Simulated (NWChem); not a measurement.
# BH3SO (SMILES OBS) at 3 levels

Wanted: a comparison of 3 runs (HF/STO-3G, HF/3-21G, B3LYP/6-31G*) of BH3SO. 

Program for the calculation: NWChem 7.3.0.

## (1) The system as given

BH3SO: 6 atoms, total charge 0, spin state singlet. As SMILES, `OBS`. The coordinates come from a PBE0-D4/def2-TZVP relaxation. This is one conformer, not always the lowest.

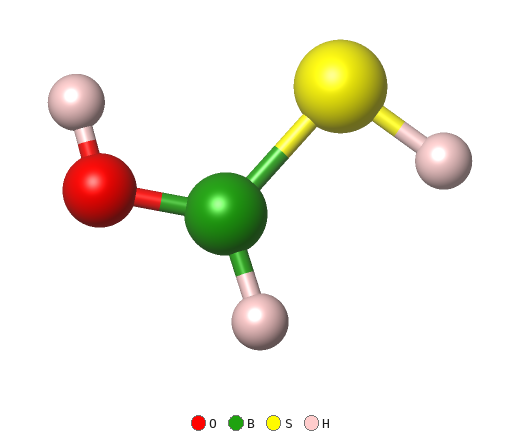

The structure, seen from a chosen angle (oxygen red, boron green, sulfur yellow, hydrogen pink).

## (2) Energy and gradient at HF/STO-3G (run 1)

Contents of mol.nw:

```
echo
start mol
memory total 2200 mb
charge 0

geometry units angstrom noautosym nocenter noautoz
O     -1.104400    -0.090400    -1.001800
B      0.054600     0.169700    -0.358100
S      0.336900    -0.392500     1.342100
H     -1.753100    -0.587100    -0.495400
H      0.894300     0.783600    -0.941900
H      1.571700     0.116600     1.455100
end

basis spherical bse
* library STO-3G
end

scf
thresh 1e-08
maxiter 80
end

task scf gradient
```

On the command line:

```bash
$ nwchem mol.nw > mol.out
```

Output:

```text
[...]
  functions       =    22
[...]
  wavefunction    = RHF
[...]
         Total SCF energy =   -493.202076664396
      One-electron energy =   -861.267565581281
      Two-electron energy =    279.296614007265
 Nuclear repulsion energy =     88.768874909621
        Time for solution =      0.5s
[...]
                         RHF ENERGY GRADIENTS
    atom               coordinates                        gradient
                 x          y          z           x          y          z
   1 O      -2.087013  -0.170831  -1.893127   -0.029702  -0.020816   0.018411
   2 B       0.103179   0.320687  -0.676711   -0.002092   0.002072  -0.007388
   3 S       0.636649  -0.741717   2.536201   -0.008476  -0.010530   0.016572
   4 H      -3.312879  -1.109458  -0.936170    0.015303   0.014494  -0.018795
   5 H       1.689982   1.480789  -1.779933    0.015935   0.010576  -0.008440
   6 H       2.970082   0.220342   2.749740    0.009032   0.004204  -0.000361
[...]
```

Run time: 1.3 s. Hardware: 1 thread of Intel Xeon Platinum 8488C (Sapphire Rapids), shared host; peak memory 0.1 GiB.

## (3) Energy and gradient at HF/3-21G (run 2)

Contents of test.nw:

```
start test
memory 2200 mb

geometry noautosym nocenter noautoz
 O    -1.104400   -0.090400   -1.001800
 B     0.054600    0.169700   -0.358100
 S     0.336900   -0.392500    1.342100
 H    -1.753100   -0.587100   -0.495400
 H     0.894300    0.783600   -0.941900
 H     1.571700    0.116600    1.455100
end

basis spherical bse
 * library 3-21G
end

scf
 thresh 1e-08
 maxiter 80
end

task scf gradient
```

On the command line:

```bash
$ nwchem test.nw > test.out
```

Output:

```text
[...]
  functions       =    37
[...]
  wavefunction    = RHF
[...]
         Total SCF energy =   -496.358087480736
      One-electron energy =   -861.293621538406
      Two-electron energy =    276.166659148050
 Nuclear repulsion energy =     88.768874909621
        Time for solution =      0.6s
[...]
                         RHF ENERGY GRADIENTS
    atom               coordinates                        gradient
                 x          y          z           x          y          z
   1 O      -2.087013  -0.170831  -1.893127    0.008644   0.003668   0.000514
   2 B       0.103179   0.320687  -0.676711   -0.016175  -0.014522   0.017934
   3 S       0.636649  -0.741717   2.536201   -0.005514   0.002396  -0.012037
   4 H      -3.312879  -1.109458  -0.936170    0.011652   0.003309   0.004761
   5 H       1.689982   1.480789  -1.779933    0.005314   0.004059  -0.004135
   6 H       2.970082   0.220342   2.749740   -0.003920   0.001090  -0.007038
[...]
```

Wall time 1.5 s (1 thread of Intel Xeon Platinum 8488C (Sapphire Rapids), shared host); peak memory 0.099 GiB.

## (4) Energy and gradient at B3LYP/6-31G(d) (Cartesian functions) (run 3)

Contents of mol.nw:

```
start mol
memory 2200 mb
geometry noautosym nocenter noautoz
O    -1.104400   -0.090400   -1.001800
B     0.054600    0.169700   -0.358100
S     0.336900   -0.392500    1.342100
H    -1.753100   -0.587100   -0.495400
H     0.894300    0.783600   -0.941900
H     1.571700    0.116600    1.455100
end
basis
* library 6-31G*
end
dft
xc b3lyp
grid xfine
convergence energy 1e-08
iterations 100
mulliken
print medium
end
task dft gradient
```

On the command line:

```bash
$ nwchem mol.nw > mol.out
```

Output:

```text
[...]
          Wavefunction type:  closed shell.
          No. of atoms     :     6
          No. of electrons :    32
[...]
          Charge           :     0
          Spin multiplicity:     1
[...]
          AO basis - number of functions:    55
[...]
              XC Information
              --------------
                         B3LYP Method XC Potential
                     Hartree-Fock (Exact) Exchange  0.200
                        Slater Exchange Functional  0.800 local
                    Becke 1988 Exchange Functional  0.720 non-local
              Lee-Yang-Parr Correlation Functional  0.810
                  VWN I RPA Correlation Functional  0.190 local
[...]
 d= 0,ls=0.0,diis     1   -500.0713437850 -5.89D+02  1.85D-02  6.14D-01     1.6
[...]
 d= 0,ls=0.0,diis     8   -500.1372259033 -9.32D-09  8.13D-06  1.93D-07    10.3
         Total DFT energy =     -500.137225903341
      One electron energy =     -864.840947928649
           Coulomb energy =      315.444475444465
    Exchange-Corr. energy =      -39.509628328777
 Nuclear repulsion energy =       88.768874909621
[...]
      Total Density - Mulliken Population Analysis
     ---------------------------------------------
    Atom       Charge   Shell Charges
 -----------   ------   -------------------------------------------------------
    1 O    8     8.51   1.99  0.91  2.96  0.88  1.74  0.03
    2 B    5     4.81   1.99  0.55  1.43  0.34  0.38  0.10
    3 S   16    16.21   2.00  1.99  5.97  1.39  3.11  0.51  1.22  0.02
    4 H    1     0.59   0.47  0.11
    5 H    1     1.01   0.52  0.49
    6 H    1     0.88   0.50  0.38
[...]
  wavefunction    = closed shell
                         DFT ENERGY GRADIENTS
    atom               coordinates                        gradient
                 x          y          z           x          y          z
   1 O      -2.087013  -0.170831  -1.893127   -0.002146  -0.004138   0.007814
   2 B       0.103179   0.320687  -0.676711   -0.001024  -0.002231   0.004402
   3 S       0.636649  -0.741717   2.536201    0.000866   0.002767  -0.005875
   4 H      -3.312879  -1.109458  -0.936170    0.005121   0.004192  -0.004663
   5 H       1.689982   1.480789  -1.779933    0.000815   0.000314   0.000118
   6 H       2.970082   0.220342   2.749740   -0.003632  -0.000905  -0.001796
[...]
```

Run time: 14 s. Hardware: 1 thread of Intel Xeon Platinum 8488C (Sapphire Rapids), shared host; peak memory 0.13 GiB.

## (5) Overview of the runs

| run | level | Cartesian functions | iteration cap | energy (Eh) | dipole moment (D) | HOMO energy (eV) | LUMO energy (eV) | wall time |
| --- | --- | --- | --- | --- | --- | --- | --- | --- |
| 1 | HF/STO-3G | no | 80 | -493.202077 | 0.72 | -7.64 | 8.60 | 1.3 s |
| 2 | HF/3-21G | no | 80 | -496.358087 | 0.20 | -10.88 | 4.03 | 1.5 s |
| 3 | B3LYP/6-31G* (Cartesian functions) | yes | 100 | -500.137226 | 0.55 | -7.46 | 0.19 | 14 s |

## (6) What came out

| quantity | value |
| --- | --- |
| run 3: total energy | -500.13723 Eh |
| run 3: dipole moment | 0.55 D |
| run 3: HOMO energy | -7.46 eV |
| run 3: LUMO energy | 0.19 eV |
| run 3: HOMO–LUMO gap | 7.65 eV |
| run 3: largest force on an atom | 0.468 eV/Å |

**Reading.** The dipole moment (its size) runs from 0.20 D (HF/3-21G) to 0.72 D (HF/STO-3G). The HOMO–LUMO gap runs from 7.65 eV (B3LYP/6-31G*) to 16.24 eV (HF/STO-3G). The two ends differ in method and basis. In run 1 the basis is minimal, so the values are rough. All runs together took 17 s, the longest 14 s.
